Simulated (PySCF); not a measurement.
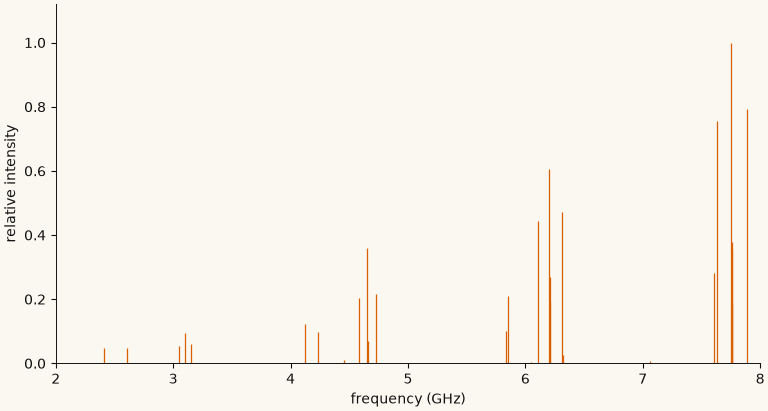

Simulated rotational absorption lines between 2 and 8 GHz at 2 K: rigid rotor with the equilibrium constants and dipole of one optimised conformer (PBE0-D3(BJ)/def2-SVP, PySCF 2.14.0), commonest isotopes; no centrifugal distortion, hyperfine structure, internal rotation or nuclear-spin weights; lines within 1 MHz of each other are summed.

Question: Which molecule gives this spectrum?
A. C₃H₆ClFSi, SMILES F[SiH2]C/C=C\Cl
B. BSi₃H₈Cl, SMILES [SiH3][SiH2][SiH2]BCl
C. C₅H₆Ge, SMILES C#CC#[C][GeH2][CH3], singlet

Answer: Option C. Rotational constants A, B, C = 9.736, 0.8011, 0.7507 GHz, |μa|, |μb|, |μc| = 0.62, 0.72, 0.01 D.

Caveats: coarse grid, loose stop and no frequency check, small forces are noise and the end may be a saddle.
